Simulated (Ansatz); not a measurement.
CsF$_{2}$ (charge −1)

Input

```
crystal:
  periodic: [false, false, false]
  atoms:
    - {symbol: Cs, position_ang: [0.264905, 0.452439, -0.079273]}
    - {symbol: F, position_ang: [-1.465730, 0.191000, -2.034223]}
    - {symbol: F, position_ang: [1.200835, -0.643440, 2.113497]}
basis:
  gaussian: {orbitals: def2-TZVPD, initial_orbitals: start.molden}
total_charge: -1
hamiltonian: {xc: pbe0, dispersion: d4}
output: {orbitals: {seedname: orbitals}}
```

Command:

```sh
ansatz run in.yaml --threads 4 --pin off --events-out ev --progress --plain --max-ram 3916MiB
```

Geometry: PBE0-D4/def2-TZVPD; core potentials replace the inner electrons of Cs.

Theory: RKS PBE0-D4/def2-TZVPD (Ansatz).

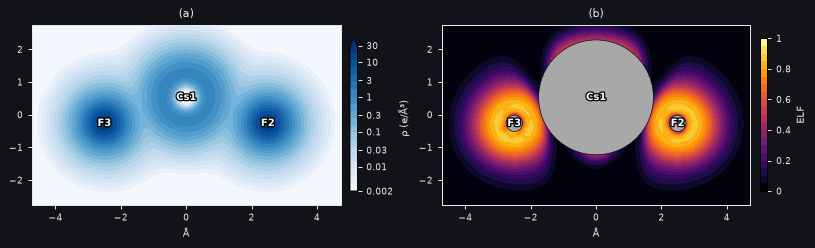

Figure 1. (a) electron density; (b) electron localisation function on the molecular plane. Grey discs cover the atomic cores in the ELF map.

**Interpret the plot.**

Atoms in the plane: Cs and F. Cs–F (2.62 Å): the density is about 0.28 e/Å³ at the midpoint, with its minimum of 0.23 e/Å³ about 1.4 Å from Cs; the ELF is about 0.20 at the midpoint (a largely ionic contact).

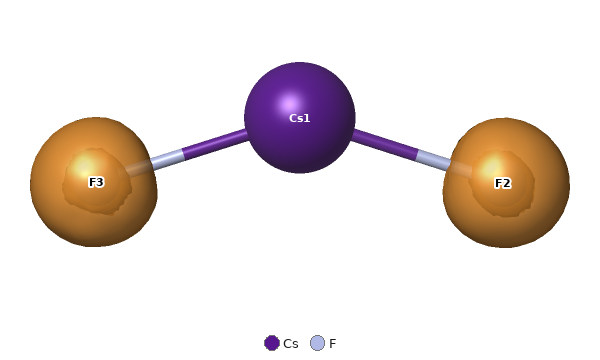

Figure 2. Isosurface of the ELF at 0.75 (orange), seen across its widest extent. Only the valence region is drawn (cores and ρ < 0.01 e/Å³ removed).

**Describe the localisation domains.**

At this value the surface marks out two regions wrapped around F (the valence shell of each).

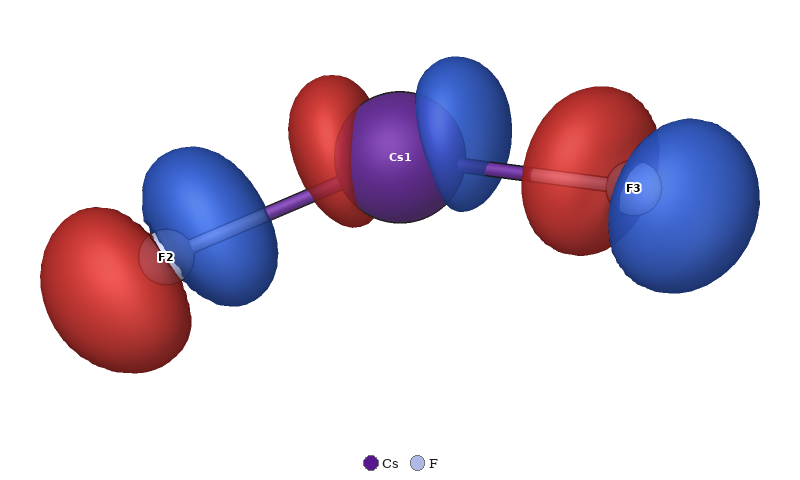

Figure 3. The HOMO at ±0.1 Å⁻³ᐟ² (red and blue are the two phases), seen at an oblique angle.

**What is the character of this orbital?**

It lies mainly on F2 (about 45 %) and F3 (about 45 %); it is symmetric in the molecular plane (an in-plane orbital: σ, lone-pair or in-plane π type); largely a combination of lone pairs on F2 and F3. Its energy is −2.09 eV.
